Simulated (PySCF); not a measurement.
# C5H9N: one change and its effect

System: C5H9N, SMILES C=C(C)[C@@H]1CN1.
Method of run A: GIAO PBE0/6-31G NMR shielding, non-relativistic, gas phase (PySCF 2.14.0).

The geometry comes from this level: PBE0-D3(BJ)/def2-SVP. Text and figures count atoms from 1; the logs count them from 0 in places.

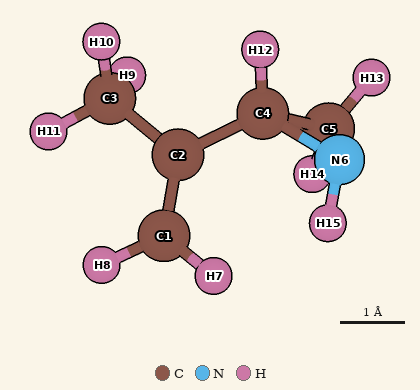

**Figure 1.** The input geometry (ball-and-stick view, seen at a tilt; atoms are numbered from 1 in the order of the input).

Input, run A:
```
{"job": {"kind": "nmr", "xc": "PBE0", "basis": "6-31G", "pop": true}, "charge": 0, "multiplicity": 1}
C     -1.189544    -1.195974     0.275304
C     -0.766618     0.061146     0.098588
C     -1.644000     1.139054    -0.462853
C      0.616479     0.502458     0.436706
C      1.727784     0.215398    -0.510923
N      1.673369    -0.416096     0.793603
H     -0.554239    -1.970983     0.713417
H     -2.201301    -1.497766    -0.006742
H     -1.209685     1.553359    -1.387921
H     -1.733070     1.979177     0.245729
H     -2.653974     0.769536    -0.686208
H      0.655781     1.457046     0.979311
H      2.532891     0.943701    -0.659234
H      1.473859    -0.377385    -1.397355
H      1.357356    -1.381032     0.712336
```

The first line tells a small driver script what to run in PySCF; the rest is the geometry in Å.

Hardware: 1 CPU thread, shared host.

Output (run A):
```
coarse grid: 12072 points
cycle   1  E = -250.2654563598  dE =  8.099e-01  |g| = 3.589e-01  |ddm| = 3.519e+00
cycle   2  E = -250.2663209478  dE = -8.646e-04  |g| = 3.765e-01  |ddm| = 9.177e-01
cycle   3  E = -250.3017461126  dE = -3.543e-02  |g| = 6.583e-02  |ddm| = 4.251e-01
cycle   4  E = -250.3025891425  dE = -8.430e-04  |g| = 3.100e-02  |ddm| = 9.949e-02
cycle   5  E = -250.3028375471  dE = -2.484e-04  |g| = 5.719e-03  |ddm| = 3.821e-02
cycle   6  E = -250.3028448649  dE = -7.318e-06  |g| = 1.981e-03  |ddm| = 6.901e-03
final grid: 115384 points
cycle   7  E = -250.2503040780  dE = -1.702e-05  |g| = 8.047e-03  |ddm| = 2.293e-02
cycle   8  E = -250.2502955698  dE =  8.508e-06  |g| = 9.913e-03  |ddm| = 2.018e-02
cycle   9  E = -250.2503209107  dE = -2.534e-05  |g| = 1.667e-03  |ddm| = 1.175e-02
cycle  10  E = -250.2503216499  dE = -7.392e-07  |g| = 1.509e-04  |ddm| = 1.569e-03
cycle  11  E = -250.2503216530  dE = -3.089e-09  |g| = 1.084e-04  |ddm| = 2.668e-04
cycle  12  E = -250.2503216558  dE = -2.736e-09  |g| = 8.250e-06  |ddm| = 1.207e-04
cycle  13  E = -250.2503216558  dE = -1.876e-11  |g| = 3.275e-06  |ddm| = 1.674e-05
converged SCF energy = -250.2503216558

GIAO shielding tensors (ppm)
atom      isotropic    diamagn.    paramagn.     s11        s22        s33       span
  0 C       95.895     258.434    -162.539      0.094    114.403    173.188    173.094
  1 C       55.795     249.378    -193.583    -54.026     49.310    172.100    226.126
  2 C      175.206     247.687     -72.481    160.867    165.087    199.665     38.797
  3 C      167.633     245.959     -78.326    130.698    159.904    212.296     81.599
  4 C      169.968     254.225     -84.257    139.554    162.601    207.749     68.195
  5 N      249.357     326.900     -77.544    179.920    274.407    293.743    113.823
  6 H       27.918      32.534      -4.615     25.058     25.924     32.773      7.715
  7 H       27.603      30.793      -3.190     25.286     25.973     31.550      6.264
  8 H       30.581      29.142       1.439     26.246     29.738     35.759      9.512
  9 H       30.599      29.035       1.564     26.690     29.034     36.072      9.383
 10 H       30.725      29.566       1.159     26.534     29.376     36.265      9.731
 11 H       30.408      29.955       0.453     23.455     29.051     38.718     15.263
 12 H       30.649      30.529       0.121     25.264     26.741     39.943     14.678
 13 H       31.420      30.584       0.836     26.474     29.879     37.907     11.433
 14 H       32.296      33.674      -1.378     25.215     28.579     43.094     17.878
```

For run B the input was changed thus:
```diff
-"basis": "6-31G"
+"basis": "STO-3G"
```

Predict how the results change.

The total energy of run B is 1870.4 kcal/mol higher, which measures the change of basis and not a stability. The HOMO goes from −6.52 to −4.51 eV. The LUMO goes from 0.59 to 3.25 eV. The dipole moment goes from 2.11 to 1.74 D. Of all shieldings, the largest change is that of C2, by +63.5 ppm. The SCF takes 12 iterations against 13. The basis functions go from 72 to 39.

Output (run B):
```
coarse grid: 12072 points
cycle   1  E = -247.2575928764  dE =  8.713e-01  |g| = 3.022e-01  |ddm| = 4.907e+00
cycle   2  E = -247.2596678420  dE = -2.075e-03  |g| = 3.155e-01  |ddm| = 7.966e-01
cycle   3  E = -247.2876304553  dE = -2.796e-02  |g| = 6.682e-02  |ddm| = 4.326e-01
cycle   4  E = -247.2887959483  dE = -1.165e-03  |g| = 2.756e-02  |ddm| = 1.100e-01
cycle   5  E = -247.2890185411  dE = -2.226e-04  |g| = 5.441e-03  |ddm| = 3.709e-02
cycle   6  E = -247.2890278478  dE = -9.307e-06  |g| = 4.999e-04  |ddm| = 7.734e-03
final grid: 115384 points
cycle   7  E = -247.2695794452  dE = -9.690e-06  |g| = 3.181e-03  |ddm| = 1.365e-02
cycle   8  E = -247.2695807402  dE = -1.295e-06  |g| = 2.618e-03  |ddm| = 8.194e-03
cycle   9  E = -247.2695827668  dE = -2.027e-06  |g| = 8.826e-04  |ddm| = 4.106e-03
cycle  10  E = -247.2695830012  dE = -2.344e-07  |g| = 9.587e-05  |ddm| = 1.098e-03
cycle  11  E = -247.2695830039  dE = -2.680e-09  |g| = 2.062e-05  |ddm| = 1.437e-04
cycle  12  E = -247.2695830040  dE = -1.168e-10  |g| = 5.787e-06  |ddm| = 2.933e-05
converged SCF energy = -247.2695830040

GIAO shielding tensors (ppm)
atom      isotropic    diamagn.    paramagn.     s11        s22        s33       span
  0 C      134.537     254.710    -120.173     45.434    146.146    212.031    166.597
  1 C      119.245     253.412    -134.167     33.937    117.155    206.644    172.707
  2 C      209.295     244.303     -35.008    199.711    200.672    227.501     27.789
  3 C      203.802     249.084     -45.282    174.268    197.870    239.268     65.000
  4 C      206.040     254.075     -48.035    179.374    203.621    235.123     55.749
  5 N      283.533     312.710     -29.177    224.157    310.350    316.092     91.934
  6 H       28.060      33.338      -5.278     24.721     26.056     33.405      8.684
  7 H       27.706      31.618      -3.912     25.056     25.609     32.453      7.396
  8 H       31.138      30.443       0.696     25.937     29.723     37.755     11.818
  9 H       31.101      29.800       1.301     26.113     29.002     38.189     12.075
 10 H       30.927      29.951       0.977     25.666     28.935     38.181     12.514
 11 H       31.102      31.729      -0.627     23.677     29.299     40.331     16.654
 12 H       31.267      30.532       0.735     25.741     27.143     40.916     15.174
 13 H       32.056      32.844      -0.787     26.393     30.272     39.504     13.110
 14 H       31.906      33.408      -1.502     24.770     28.605     42.345     17.575
```

The two runs side by side:

```csv
quantity,run A,run B
outcome,converged,converged
total energy (hartree),−250.250322,−247.269583
HOMO (eV),−6.52,−4.51
LUMO (eV),0.59,3.25
dipole moment (D),2.11,1.74
shielding of C1 (ppm),95.9,134.5
shielding of C2 (ppm),55.8,119.2
shielding of C3 (ppm),175.2,209.3
shielding of C4 (ppm),167.6,203.8
shielding of C5 (ppm),170.0,206.0
shielding of N6 (ppm),249.4,283.5
shielding of H12 (ppm),30.4,31.1
SCF iterations,13,12
basis functions,72,39
wall time (shared host),6.4 s,3.3 s
```
